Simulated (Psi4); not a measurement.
**CH2NSn (SMILES N#[C][SnH2]) at UM06-L/def2-SVPD (core potential)**

Aim: the vertical electron affinity of CH2NSn at UM06-L/def2-SVPD (core potential), from 2 runs. 

The results are computed with Psi4 1.11.

3 further runs of the same task are left out: 1 that didn't finish, 2 set aside as unsound or not needed.

**1. The system as given**

CH2NSn has 5 atoms, charge 0, and is taken as a doublet. SMILES: `N#[C][SnH2]`. The shape is that of a PBE0-D4/def2-TZVP optimisation.

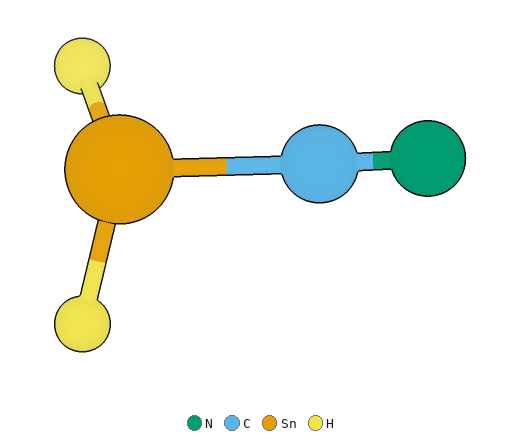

The structure, seen from a chosen angle (nitrogen teal, carbon blue, tin amber, hydrogen yellow).

**2. Energy and forces at UM06-L/def2-SVPD (core potential)**

Input file ch2nsn.py:

```python
import psi4

psi4.set_memory(2200000000)
psi4.set_num_threads(1)
psi4.set_output_file('psi4.out', False)

m = psi4.geometry("""
0 2
N      0.833800    -1.535700     1.665600
C      0.506000    -0.851500     0.796000
Sn     0.009600     0.331100    -0.886300
H     -1.648500     0.038200    -1.184000
H      0.349000     1.944400    -0.432600
symmetry c1
""")

options = {'basis': 'def2-SVPD', 'reference': 'uks', 'puream': True, 'e_convergence': 1e-09, 'd_convergence': 1e-08, 'scf_type': 'pk', 'dft_radial_points': 99, 'dft_spherical_points': 590, 'maxiter': 100}
psi4.set_options(options)

E = psi4.gradient('m06-l')
print('gradient / Eh bohr^-1')
print(E.np.round(6))
for k, v in sorted(psi4.core.scalar_variables().items()):
    print(f'{k:45s} {v:18.10f}')
```

Run with:

```sh
python ch2nsn.py
```

psi4.out:

```text
[...]
    !!!  WARNING: ECP capability is in beta. Please check occupations closely.  !!!
[...]
  Running in c1 symmetry.
[...]
  Nuclear repulsion =   94.907877767547262
[...]
  Multiplicity = 2
[...]
  Nalpha       = 19
  Nbeta        = 18
[...]
    Number of basis functions: 88
[...]
   @UKS iter   1:  -308.11089640077995   -1.10542e+00   7.31666e-03 ADIIS/DIIS
[...]
   @UKS iter  15:  -308.35648224652579   -1.47793e-12   6.16145e-09 DIIS
[...]
   @S^2 Observed:                7.516000907E-01
[...]
    Orbital Energies [Eh]
    ---------------------
    Alpha Occupied:
       1A    -14.185471     2A    -10.080866     3A     -5.055981
       4A     -3.410595     5A     -3.408567     6A     -3.405023
       7A     -1.013816     8A     -1.011871     9A     -1.010399
      10A     -1.008131    11A     -1.007647    12A     -0.850876
      13A     -0.532251    14A     -0.401029    15A     -0.346218
      16A     -0.327944    17A     -0.313784    18A     -0.313017
      19A     -0.216415
    Alpha Virtual:
      20A     -0.034510    21A     -0.034247    22A     -0.015673
      23A      0.009150    24A      0.036824    25A      0.038627
[...]
  @UKS Final Energy:  -308.35648224652579
   => Energetics <=
    Nuclear Repulsion Energy =             94.9078777675472622
    One-Electron Energy =                -690.8294038592619017
    Two-Electron Energy =                 318.7439492307985347
    DFT Exchange-Correlation Energy =     -31.1789053856096281
    Empirical Dispersion Energy =           0.0000000000000000
    VV10 Nonlocal Energy =                  0.0000000000000000
    Total Energy =                       -308.3564822465257862
[...]
 Multipole Moments:
 ------------------------------------------------------------------------------------
     Multipole            Electronic (a.u.)      Nuclear  (a.u.)        Total (a.u.)
 ------------------------------------------------------------------------------------
 L = 1.  Multiply by 2.5417464519 to convert [e a0] to [Debye]
 Dipole X            :         -6.7829748            6.3960812           -0.3868935
 Dipole Y            :         18.1235046          -17.1723876            0.9511170
 Dipole Z            :        -28.0069119           26.6182836           -1.3886282
 Magnitude           :                                                    1.7270202
[...]
  -Total Gradient:
     Atom            X                  Y                   Z
    ------   -----------------  -----------------  -----------------
       1       -0.009376047741     0.019246708248    -0.023997833629
       2        0.007439777022    -0.014042929708     0.015925014225
       3       -0.002732639398    -0.000775645801     0.009233859994
       4        0.005329120267     0.000665334877     0.000527404361
       5       -0.000673192918    -0.005063854212    -0.001726187939
[...]
```

Standard output:

```text
gradient / Eh bohr^-1
[[-0.009376  0.019247 -0.023998]
 [ 0.00744  -0.014043  0.015925]
 [-0.002733 -0.000776  0.009234]
 [ 0.005329  0.000665  0.000527]
 [-0.000673 -0.005064 -0.001726]]
CURRENT ENERGY                                   -308.3564822465
CURRENT REFERENCE ENERGY                         -308.3564822465
DD SOLVATION ENERGY                                 0.0000000000
DFT FUNCTIONAL TOTAL ENERGY                      -308.3564822465
DFT TOTAL ENERGY                                 -308.3564822465
DFT VV10 ENERGY                                     0.0000000000
DFT XC ENERGY                                     -31.1789053856
GRID ELECTRONS ALPHA                               18.9999999158
GRID ELECTRONS BETA                                17.9999999560
GRID ELECTRONS TOTAL                               36.9999998718
NUCLEAR REPULSION ENERGY                           94.9078777675
ONE-ELECTRON ENERGY                              -690.8294038593
PCM POLARIZATION ENERGY                             0.0000000000
PE ENERGY                                           0.0000000000
SCF ITERATION ENERGY                             -308.3564822465
SCF ITERATIONS                                     15.0000000000
SCF TOTAL ENERGY                                 -308.3564822465
TWO-ELECTRON ENERGY                               318.7439492308
XC GRID RADIAL POINTS                              99.0000000000
XC GRID SPHERICAL POINTS                          590.0000000000
XC GRID TOTAL POINTS                           281407.0000000000
```

It took 1.9 min on 1 thread of AMD EPYC 7R43 (Zen 3), shared host; peak memory 1.1 GiB.

**3. The singlet anion, same level**

Input file ch2nsn.in:

```
memory 2200 MB

molecule molecule1 {
  -1 1
  N      0.833800    -1.535700     1.665600
  C      0.506000    -0.851500     0.796000
  Sn     0.009600     0.331100    -0.886300
  H     -1.648500     0.038200    -1.184000
  H      0.349000     1.944400    -0.432600
  symmetry c1
}

set basis def2-SVPD
set puream true
set e_convergence 1e-09
set d_convergence 1e-08
set scf_type pk
set dft_radial_points 99
set dft_spherical_points 590

E = gradient('m06-l')
```

Run with:

```sh
psi4 -n 1 ch2nsn.in ch2nsn.out
```

ch2nsn.out:

```text
[...]
    !!!  WARNING: ECP capability is in beta. Please check occupations closely.  !!!
[...]
  Running in c1 symmetry.
[...]
  Nuclear repulsion =   94.907877767547262
[...]
  Multiplicity = 1
[...]
  Nalpha       = 19
  Nbeta        = 19
[...]
    Number of basis functions: 88
[...]
   @RKS iter   1:  -308.02276105887648   -1.01729e+00   8.73581e-03 ADIIS/DIIS
[...]
   @RKS iter  14:  -308.43173604469030   -2.16005e-12   5.71809e-09 DIIS
[...]
    Orbital Energies [Eh]
    ---------------------
    Doubly Occupied:
       1A    -13.991859     2A     -9.892746     3A     -4.810610
       4A     -3.165694     5A     -3.162329     6A     -3.159208
       7A     -0.769924     8A     -0.767645     9A     -0.762809
      10A     -0.760996    11A     -0.759907    12A     -0.664728
      13A     -0.311360    14A     -0.196817    15A     -0.147354
      16A     -0.141301    17A     -0.127991    18A     -0.114850
      19A      0.024302
[...]
  @RKS Final Energy:  -308.43173604469030
   => Energetics <=
    Nuclear Repulsion Energy =             94.9078777675472622
    One-Electron Energy =                -698.9751315596579389
    Two-Electron Energy =                 327.0316016118248399
    DFT Exchange-Correlation Energy =     -31.3960838644044138
    Empirical Dispersion Energy =           0.0000000000000000
    VV10 Nonlocal Energy =                  0.0000000000000000
    Total Energy =                       -308.4317360446902967
[...]
 Multipole Moments:
 ------------------------------------------------------------------------------------
     Multipole            Electronic (a.u.)      Nuclear  (a.u.)        Total (a.u.)
 ------------------------------------------------------------------------------------
 L = 1.  Multiply by 2.5417464519 to convert [e a0] to [Debye]
 Dipole X            :         -6.8589920            6.3960812           -0.4629108
 Dipole Y            :         18.0007016          -17.1723876            0.8283140
 Dipole Z            :        -27.4929691           26.6182836           -0.8746854
 Magnitude           :                                                    1.2905290
[...]
  -Total Gradient:
     Atom            X                  Y                   Z
    ------   -----------------  -----------------  -----------------
       1       -0.016574475984     0.029751124915    -0.031564092542
       2        0.020468583518    -0.023290433301     0.004786376961
       3       -0.031663018075     0.011927304008     0.053933664336
       4        0.019587986125    -0.003732140194    -0.011435710694
       5        0.008164732619    -0.014634535179    -0.015728878285
[...]
```

Run time: 69 s. Hardware: 1 thread of AMD EPYC 7R43 (Zen 3), shared host; peak memory 1.1 GiB.

**4. Outcome**

At UM06-L/def2-SVPD (core potential):

| quantity | value |
| --- | --- |
| doublet CH2NSn: total energy | -308.35648 Eh |
| doublet CH2NSn: dipole moment | 4.39 D |
| doublet CH2NSn: HOMO energy (highest over α and β) | -5.89 eV |
| doublet CH2NSn: LUMO energy (lowest over α and β) | -4.90 eV |
| doublet CH2NSn: ⟨S²⟩ | 0.752 |
| doublet CH2NSn: largest force on an atom | 1.654 eV/Å |
| singlet anion: total energy | -308.43174 Eh |
| singlet anion: HOMO energy | 0.66 eV |
| singlet anion: LUMO energy | 4.07 eV |
| singlet anion: HOMO–LUMO gap (to an unbound level, set by the basis) | 3.40 eV |
| singlet anion: largest force on an atom | 3.274 eV/Å |
| vertical electron affinity (to the singlet anion) | 2.048 eV |

What this shows: At fixed nuclei the extra electron is bound by 2.05 eV (198 kJ/mol). The largest force (doublet CH2NSn) is 1.65 eV/Å: the shape isn't a stationary point for this species at this level. The HOMO (singlet anion) lies at positive energy, 0.66 eV, as semi-local functionals often give for anions; only total energies tell whether the electron is bound.
